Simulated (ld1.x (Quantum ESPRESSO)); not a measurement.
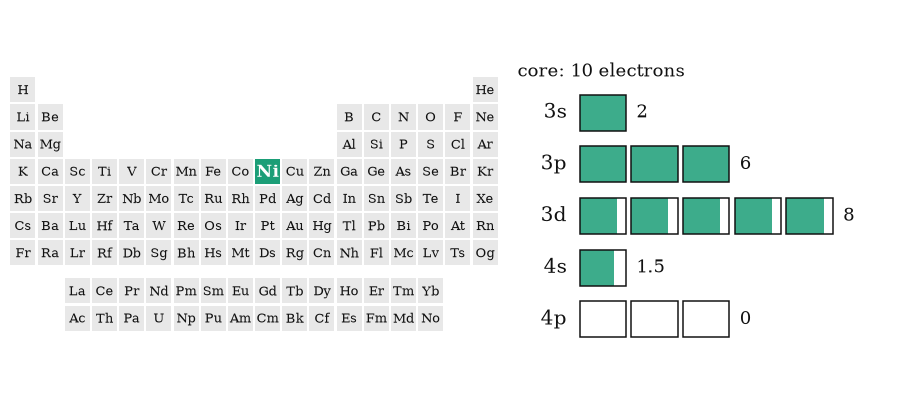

Left, the place of nickel in the periodic table; right, the valence shells of the reference configuration: a box for each of the 2l + 1 orbitals, shaded by the share of the shell that is filled, with the electron count at the right.

Pseudopotential generation for Ni (part 1 of 2)

Nickel (Ni, Z = 28), core [Ne], reference valence 3s2 3p6 3d8 4s1.5 4p0 (an ion of charge +0.5), valence charge 18. Computed at this level: TM potential, PBE, scalar-relativistic, made with ld1.x (Quantum ESPRESSO) 7.5.

## The program's output
```
     Program LD1 v.7.5
     --------------------------- All-electron run ----------------------------

     Ni
     scalar relativistic calculation

     atomic number is 28.00
     dft =PBE   lsd =0 sic =0 latt =0  beta=0.20 tr2=1.0E-14
     Exchange-correlation= PBE
                           (   1   4   3   4   0   0   0)
     mesh =1195 r(mesh) =  98.77016 a.u. xmin = -7.00 dx = 0.01250
     1 Ry =  13.60569312 eV, c = 137.03599908

     n l     nl                  e(Ry)          e(Ha)          e(eV)
     1 0     1S 1( 2.00)      -603.9070      -301.9535     -8216.5734
     2 0     2S 1( 2.00)       -72.4780       -36.2390      -986.1129
     2 1     2P 1( 6.00)       -62.3982       -31.1991      -848.9711
     3 0     3S 1( 2.00)        -8.4823        -4.2412      -115.4076
     3 1     3P 1( 6.00)        -5.5671        -2.7835       -75.7436
     3 2     3D 1( 8.00)        -0.9703        -0.4852       -13.2018
     4 0     4S 1( 1.50)        -0.6820        -0.3410        -9.2789
     4 1     4P 1( 0.00)        -0.3105        -0.1552        -4.2244

     final scf error:  5.8E-15 reached in  31 iterations

     Etot =   -3040.804182 Ry,   -1520.402091 Ha,  -41372.248545 eV

     Ekin =    3083.051428 Ry,    1541.525714 Ha,   41947.051607 eV
     Encl =   -7289.787350 Ry,   -3644.893675 Ha,  -99182.609611 eV
     Eh   =    1292.197811 Ry,     646.098906 Ha,   17581.246872 eV
     Exc  =    -126.266071 Ry,     -63.133035 Ha,   -1717.937412 eV

     normalization and overlap integrals

     s(1S/1S) =  1.000000  <r> =   0.0541  <r2> =    0.0039  r(max) =   0.0353
     s(2S/2S) =  1.000000  <r> =   0.2449  <r2> =    0.0708  r(max) =   0.2055
     s(2P/2P) =  1.000000  <r> =   0.2153  <r2> =    0.0569  r(max) =   0.1641
     s(3S/3S) =  1.000000  <r> =   0.7402  <r2> =    0.6330  r(max) =   0.6410
     s(3P/3P) =  1.000000  <r> =   0.7787  <r2> =    0.7163  r(max) =   0.6491
     s(3D/3D) =  1.000000  <r> =   1.0014  <r2> =    1.3484  r(max) =   0.6331
     s(4S/4S) =  1.000000  <r> =   2.6607  <r2> =    8.1988  r(max) =   2.1821
     s(4P/4P) =  1.000000  <r> =   3.6534  <r2> =   15.7195  r(max) =   2.8728

     ------------------------ End of All-electron run ------------------------

     --------------------- Generating NC pseudopotential ---------------------

      Generating local pot.: lloc=2, matching radius rcloc =   1.2000

      Wfc   3S  rcut= 0.793  Using Troullier-Martins method

      Wfc   3P  rcut= 1.307  Using Troullier-Martins method

     ------------------- End of pseudopotential generation -------------------

     --------------------------- All-electron run ----------------------------

     Ni
     scalar relativistic calculation

     atomic number is 28.00
     dft =PBE   lsd =0 sic =0 latt =0  beta=0.20 tr2=1.0E-14
     Exchange-correlation= PBE
                           (   1   4   3   4   0   0   0)
     mesh =1195 r(mesh) =  98.77016 a.u. xmin = -7.00 dx = 0.01250
     1 Ry =  13.60569312 eV, c = 137.03599908

     n l     nl                  e(Ry)          e(Ha)          e(eV)
     1 0     1S 1( 2.00)      -603.9070      -301.9535     -8216.5734
     2 0     2S 1( 2.00)       -72.4780       -36.2390      -986.1129
     2 1     2P 1( 6.00)       -62.3982       -31.1991      -848.9711
     3 0     3S 1( 2.00)        -8.4823        -4.2412      -115.4076
     3 1     3P 1( 6.00)        -5.5671        -2.7835       -75.7436
     3 2     3D 1( 8.00)        -0.9703        -0.4852       -13.2018
     4 0     4S 1( 1.50)        -0.6820        -0.3410        -9.2789
     4 1     4P 1( 0.00)        -0.3105        -0.1552        -4.2244

     final scf error:  5.8E-15 reached in  31 iterations

     Etot =   -3040.804182 Ry,   -1520.402091 Ha,  -41372.248545 eV

     Ekin =    3083.051428 Ry,    1541.525714 Ha,   41947.051607 eV
     Encl =   -7289.787350 Ry,   -3644.893675 Ha,  -99182.609611 eV
     Eh   =    1292.197811 Ry,     646.098906 Ha,   17581.246872 eV
     Exc  =    -126.266071 Ry,     -63.133035 Ha,   -1717.937412 eV

     normalization and overlap integrals

     s(1S/1S) =  1.000000  <r> =   0.0541  <r2> =    0.0039  r(max) =   0.0353
     s(2S/2S) =  1.000000  <r> =   0.2449  <r2> =    0.0708  r(max) =   0.2055
     s(2P/2P) =  1.000000  <r> =   0.2153  <r2> =    0.0569  r(max) =   0.1641
     s(3S/3S) =  1.000000  <r> =   0.7402  <r2> =    0.6330  r(max) =   0.6410
     s(3P/3P) =  1.000000  <r> =   0.7787  <r2> =    0.7163  r(max) =   0.6491
     s(3D/3D) =  1.000000  <r> =   1.0014  <r2> =    1.3484  r(max) =   0.6331
     s(4S/4S) =  1.000000  <r> =   2.6607  <r2> =    8.1988  r(max) =   2.1821
     s(4P/4P) =  1.000000  <r> =   3.6534  <r2> =   15.7195  r(max) =   2.8728

     ------------------------ End of All-electron run ------------------------

     Computing logarithmic derivative in   1.40013
     Computing logarithmic derivative in   1.40013
     Computing the partial wave expansion
     R is outside the sphere for l=    0 j= 0.00
     R is outside the sphere for l=    1 j= 0.00
       no projector for channel:   2

     ---------------------- Testing the pseudopotential ----------------------

     Ni
     scalar relativistic calculation

     atomic number is 28.00   valence charge is 18.00
     dft =PBE   lsd =0 sic =0 latt =0  beta=0.20 tr2=1.0E-14
     mesh =1195 r(mesh) =  98.77016 xmin = -7.00 dx = 0.01250

     n l     nl             e AE (Ry)        e PS (Ry)    De AE-PS (Ry)
     1 0     3S   1( 2.00)       -8.48230       -8.48252        0.00022
     2 1     3P   1( 6.00)       -5.56705       -5.56705        0.00000
     3 2     3D   1( 8.00)       -0.97032       -0.97032        0.00001
     2 0     4S   1( 1.50)       -0.68198       -0.67494       -0.00705  !
     3 1     4P   1( 0.00)       -0.31049       -0.30437       -0.00612  !

     eps = 4.8E-15  iter = 28

     Etot =   -3040.804182 Ry,   -1520.402091 Ha,  -41372.248545 eV
     Etotps =  -336.123646 Ry,    -168.061823 Ha,   -4573.195172 eV

     Ekin =     185.436649 Ry,      92.718325 Ha,    2522.994141 eV
     Encl =    -828.719460 Ry,    -414.359730 Ha,  -11275.302655 eV
     Ehrt =     286.893351 Ry,     143.446676 Ha,    3903.382898 eV
     Ecxc =     -32.784159 Ry,     -16.392080 Ha,    -446.051213 eV
     Epseu=      53.049973 Ry,      26.524987 Ha,     721.781657 eV

     ---------------------- End of pseudopotential test ----------------------
```

## Output of the test run (extracts)
```
     ---------------------- Testing the pseudopotential ----------------------

     Ni
     scalar relativistic calculation

     atomic number is 28.00   valence charge is 18.00
     dft =PBE   lsd =0 sic =0 latt =0  beta=0.20 tr2=1.0E-14
     mesh =1195 r(mesh) =  98.77016 xmin = -7.00 dx = 0.01250

     n l     nl             e AE (Ry)        e PS (Ry)    De AE-PS (Ry)
     1 0     3S   1( 2.00)       -8.48230       -8.48252        0.00022
     2 1     3P   1( 6.00)       -5.56705       -5.56705        0.00000
     3 2     3D   1( 8.00)       -0.97032       -0.97032        0.00001
     2 0     4S   1( 1.50)       -0.68198       -0.67494       -0.00705  !
     3 1     4P   1( 0.00)       -0.31049       -0.30437       -0.00612  !

     eps = 5.6E-15  iter = 28

     Etot =   -3040.804182 Ry,   -1520.402091 Ha,  -41372.248545 eV
     Etotps =  -336.123646 Ry,    -168.061823 Ha,   -4573.195174 eV

     Ekin =     185.436649 Ry,      92.718324 Ha,    2522.994140 eV
     Encl =    -828.719460 Ry,    -414.359730 Ha,  -11275.302656 eV
     Ehrt =     286.893351 Ry,     143.446676 Ha,    3903.382899 eV
     Ecxc =     -32.784159 Ry,     -16.392080 Ha,    -446.051213 eV
     Epseu=      53.049973 Ry,      26.524987 Ha,     721.781657 eV

     ---------------------- End of pseudopotential test ----------------------

     ---------------------- Testing the pseudopotential ----------------------

     Ni
     scalar relativistic calculation

     atomic number is 28.00   valence charge is 18.00
     dft =PBE   lsd =0 sic =0 latt =0  beta=0.20 tr2=1.0E-14
     mesh =1195 r(mesh) =  98.77016 xmin = -7.00 dx = 0.01250

     n l     nl             e AE (Ry)        e PS (Ry)    De AE-PS (Ry)
     1 0     3S   1( 2.00)       -8.16269       -8.16464        0.00195
     2 1     3P   1( 6.00)       -5.24690       -5.24867        0.00177
     3 2     3D   1( 8.00)       -0.65222       -0.65368        0.00146
     2 0     4S   1( 2.00)       -0.41473       -0.40943       -0.00530  !
     3 1     4P   1( 0.00)       -0.09004       -0.08670       -0.00334

     eps = 9.5E-15  iter = 31

     Etot =   -3041.077413 Ry,   -1520.538706 Ha,  -41375.966038 eV
     Etotps =  -336.393816 Ry,    -168.196908 Ha,   -4576.871026 eV
     dEtot_ae =      -0.273231 Ry
     dEtot_ps =      -0.270170 Ry,   Delta E=      -0.003061 Ry

     Ekin =     185.147647 Ry,      92.573824 Ha,    2519.062074 eV
     Encl =    -834.388802 Ry,    -417.194401 Ha,  -11352.437984 eV
     Ehrt =     292.493469 Ry,     146.246735 Ha,    3979.576381 eV
     Ecxc =     -32.964806 Ry,     -16.482403 Ha,    -448.509030 eV
     Epseu=      53.318675 Ry,      26.659338 Ha,     725.437532 eV

     ---------------------- End of pseudopotential test ----------------------

     ---------------------- Testing the pseudopotential ----------------------

     Ni
     scalar relativistic calculation

     atomic number is 28.00   valence charge is 18.00
     dft =PBE   lsd =0 sic =0 latt =0  beta=0.20 tr2=1.0E-14
     mesh =1195 r(mesh) =  98.77016 xmin = -7.00 dx = 0.01250

     n l     nl             e AE (Ry)        e PS (Ry)    De AE-PS (Ry)
     1 0     3S   1( 2.00)       -8.83216       -8.83093       -0.00123
     2 1     3P   1( 6.00)       -5.91742       -5.91591       -0.00150
     3 2     3D   1( 8.00)       -1.31740       -1.31625       -0.00115
     2 0     4S   1( 1.00)       -0.96899       -0.96024       -0.00875  !
     3 1     4P   1( 0.00)       -0.55731       -0.54828       -0.00902  !

     eps = 6.8E-15  iter = 27

     Etot =   -3040.392221 Ry,   -1520.196111 Ha,  -41366.643535 eV
     Etotps =  -335.715599 Ry,    -167.857800 Ha,   -4567.643419 eV
     dEtot_ae =       0.411961 Ry
     dEtot_ps =       0.408046 Ry,   Delta E=       0.003914 Ry

     Ekin =     185.772917 Ry,      92.886459 Ha,    2527.569300 eV
     Encl =    -822.496205 Ry,    -411.248102 Ha,  -11190.630960 eV
     Ehrt =     280.920662 Ry,     140.460331 Ha,    3822.120321 eV
     Ecxc =     -32.595220 Ry,     -16.297610 Ha,    -443.480554 eV
     Epseu=      52.682246 Ry,      26.341123 Ha,     716.778474 eV

     ---------------------- End of pseudopotential test ----------------------

     ---------------------- Testing the pseudopotential ----------------------

     Ni
     scalar relativistic calculation

     atomic number is 28.00   valence charge is 18.00
     dft =PBE   lsd =0 sic =0 latt =0  beta=0.20 tr2=1.0E-14
     mesh =1195 r(mesh) =  98.77016 xmin = -7.00 dx = 0.01250

     n l     nl             e AE (Ry)        e PS (Ry)    De AE-PS (Ry)
     1 0     3S   1( 2.00)       -9.60968       -9.60706       -0.00261
     2 1     3P   1( 6.00)       -6.69549       -6.69237       -0.00312
     3 2     3D   1( 8.00)       -2.08483       -2.08272       -0.00211
     2 0     4S   1( 0.00)       -1.59120       -1.57943       -0.01176  !
     3 1     4P   1( 0.00)       -1.10409       -1.08845       -0.01564  !

     eps = 8.8E-15  iter = 26

     Etot =   -3039.116953 Ry,   -1519.558476 Ha,  -41349.292622 eV
     Etotps =  -334.450506 Ry,    -167.225253 Ha,   -4550.430955 eV
     dEtot_ae =       1.687229 Ry
     dEtot_ps =       1.673139 Ry,   Delta E=       0.014090 Ry

     Ekin =     186.541223 Ry,      93.270612 Ha,    2538.022638 eV
     Encl =    -808.576764 Ry,    -404.288382 Ha,  -11001.247321 eV
     Ehrt =     268.160140 Ry,     134.080070 Ha,    3648.504571 eV
     Ecxc =     -32.211511 Ry,     -16.105756 Ha,    -438.259939 eV
     Epseu=      51.636406 Ry,      25.818203 Ha,     702.549096 eV

     ---------------------- End of pseudopotential test ----------------------

     ---------------------- Testing the pseudopotential ----------------------

     Ni
     scalar relativistic calculation

     atomic number is 28.00   valence charge is 18.00
     dft =PBE   lsd =0 sic =0 latt =0  beta=0.20 tr2=1.0E-14
     mesh =1195 r(mesh) =  98.77016 xmin = -7.00 dx = 0.01250

     n l     nl             e AE (Ry)        e PS (Ry)    De AE-PS (Ry)
     1 0     3S   1( 2.00)       -8.40299       -8.39527       -0.00772  !
     2 1     3P   1( 6.00)       -5.49940       -5.49134       -0.00806  !
     3 2     3D   1( 9.00)       -0.95276       -0.94809       -0.00467
     2 0     4S   1( 0.00)       -0.84752       -0.83753       -0.00999  !
     3 1     4P   1( 0.00)       -0.47532       -0.46754       -0.00778  !

     eps = 3.7E-15  iter = 27

     Etot =   -3040.613026 Ry,   -1520.306513 Ha,  -41369.647736 eV
     Etotps =  -335.942952 Ry,    -167.971476 Ha,   -4570.736710 eV
     dEtot_ae =       0.191156 Ry
     dEtot_ps =       0.180694 Ry,   Delta E=       0.010462 Ry

     Ekin =     189.591270 Ry,      94.795635 Ha,    2579.520634 eV
     Encl =    -831.052680 Ry,    -415.526340 Ha,  -11307.047736 eV
     Ehrt =     287.725984 Ry,     143.862992 Ha,    3914.711445 eV
     Ecxc =     -33.225169 Ry,     -16.612585 Ha,    -452.051459 eV
     Epseu=      51.017644 Ry,      25.508822 Ha,     694.130406 eV

     ---------------------- End of pseudopotential test ----------------------

     ---------------------- Testing the pseudopotential ----------------------

     Ni
     scalar relativistic calculation

     atomic number is 28.00   valence charge is 18.00
     dft =PBE   lsd =0 sic =0 latt =0  beta=0.20 tr2=1.0E-14
     mesh =1195 r(mesh) =  98.77016 xmin = -7.00 dx = 0.01250

     n l     nl             e AE (Ry)        e PS (Ry)    De AE-PS (Ry)
     1 0     3S   1( 2.00)       -8.77313       -8.78542        0.01228  !
     2 1     3P   1( 6.00)       -5.84367       -5.85566        0.01199  !
     3 2     3D   1( 7.00)       -1.19138       -1.19815        0.00677  !
     2 0     4S   1( 2.00)       -0.59353       -0.59185       -0.00168
     3 1     4P   1( 1.00)       -0.19240       -0.18767       -0.00473

     eps = 3.0E-15  iter = 19

     Etot =   -3040.302371 Ry,   -1520.151185 Ha,  -41365.421059 eV
     Etotps =  -335.610550 Ry,    -167.805275 Ha,   -4566.214150 eV
     dEtot_ae =       0.501811 Ry
     dEtot_ps =       0.513096 Ry,   Delta E=      -0.011285 Ry

     Ekin =     180.682388 Ry,      90.341194 Ha,    2458.309120 eV
     Encl =    -821.999502 Ry,    -410.999751 Ha,  -11183.872976 eV
     Ehrt =     282.866099 Ry,     141.433049 Ha,    3848.589336 eV
     Ecxc =     -32.168263 Ry,     -16.084131 Ha,    -437.671512 eV
     Epseu=      55.008729 Ry,      27.504364 Ha,     748.431881 eV

     ---------------------- End of pseudopotential test ----------------------
```

(Continued in part 2.) Outcome of the run: generated.
